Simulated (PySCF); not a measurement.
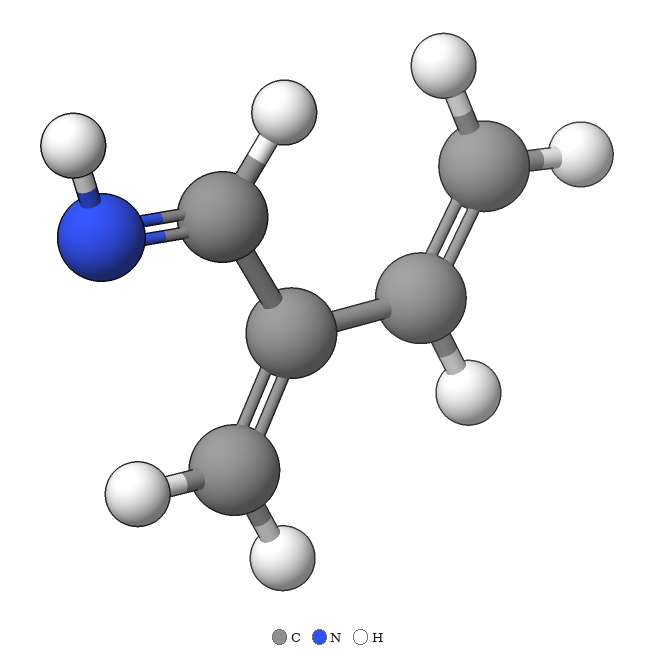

Ball-and-stick drawing of a structure. Multiple sticks mark multiple bonds (one Kekulé form).

Computed geometry: PBE0-D3(BJ)/def2-SVP optimisation. No frequency run is at hand to confirm it as a minimum.

What is the molecular formula?

Answer. C₅H₇N, 13 atoms: 5 carbon, 7 hydrogen and 1 nitrogen.

Name some functional groups or characteristic bonds that it holds.

Answer. Among them: alkene, imine.

Count the bonded pairs by element.

Answer. 6 C–H, 4 C–C, 1 N–H, 1 C–N.

Give a SMILES string for it.

Answer. [H]/N=C/C(=C)C=C

The parts below concern this one geometry. Atoms keep their numbers from picture to picture.

**Polarisability**

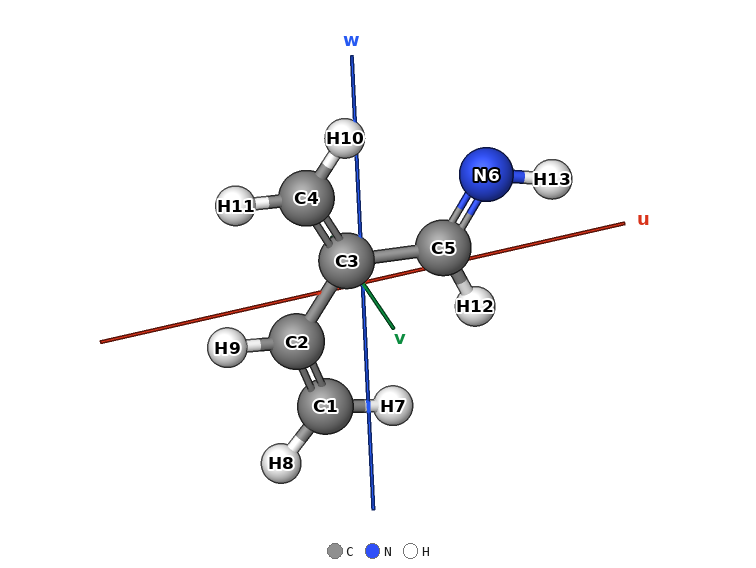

The lines u, v and w are the principal axes of the static dipole polarisability. No frequency run is at hand to confirm it as a minimum. Computed with ωB97X-D/def2-SVPD (PySCF 2.14.0).

Along which axis is the molecule most polarisable, and along which least?

Answer. Most along w, least along v.

Give the three principal values.

Answer. u 76.0, v 44.3, w 97.6 bohr³; mean 72.6, anisotropy 46.4 bohr³.

**Excitation**

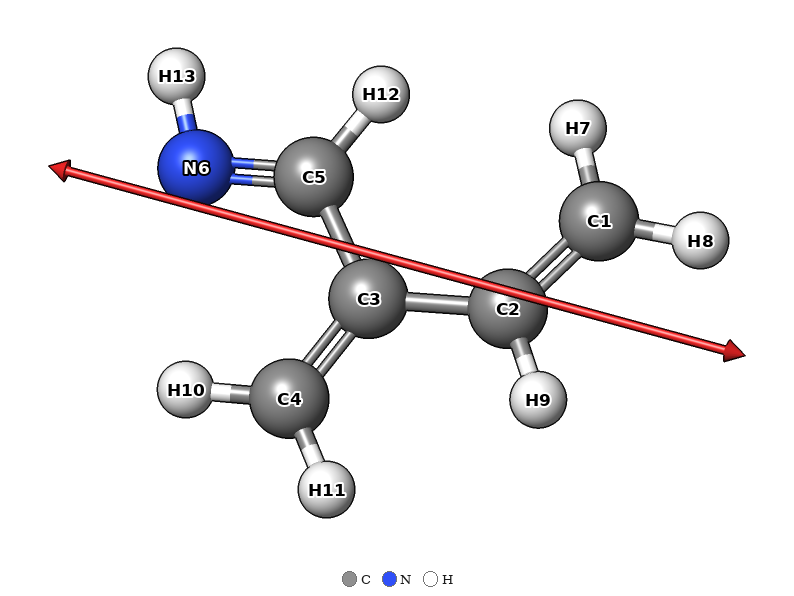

The double arrow shows the direction of the transition dipole to excited singlet state 4 (its length means nothing). No frequency run is at hand to confirm it as a minimum. Method: TDDFT ωB97X-D/def2-SVPD, vertical, gas phase, core orbitals frozen in the response (PySCF 2.14.0).

How is the transition polarised?

Answer. Close to the long direction C1···N6.

Where does the transition lie, and how strong is it?

Answer. 6.64 eV (187 nm), oscillator strength 0.21, mainly HOMO−2 → LUMO (weight 0.96); transition dipole 2.86 D.

**Spin–spin coupling**

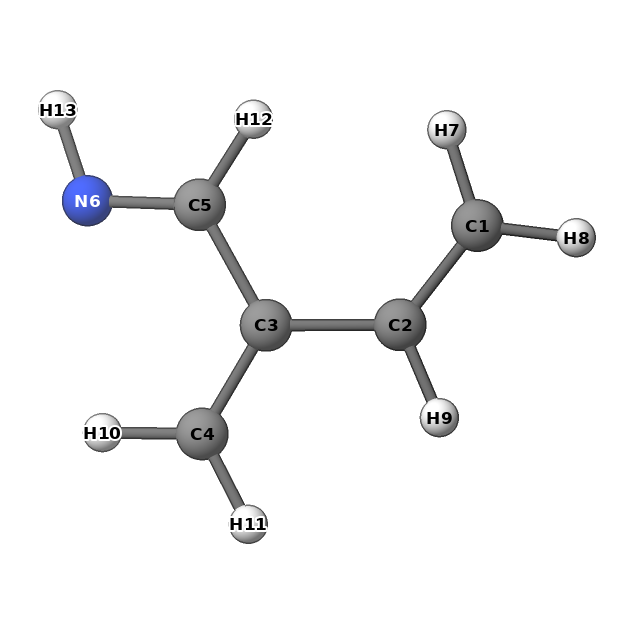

No frequency run is at hand to confirm it as a minimum. Level of theory: B3LYP/pcJ-1 indirect spin-spin coupling, non-relativistic, gas phase (PySCF 2.14.0). Isotopes: 13C, 1H, 15N.

Give the spin–spin coupling constants of these pairs, with the number of bonds between them: C5/N6, N6/H13, C3/N6, N6/H12, C2/N6, C4/N6.

```csv
pair,bonds apart,J (Hz)
"C5, N6",1,−5.9
"N6, H13",1,−50.6
"C3, N6",2,−7.4
"N6, H12",2,3.6
"C2, N6",3,−2.0
"C4, N6",3,−6.7
```
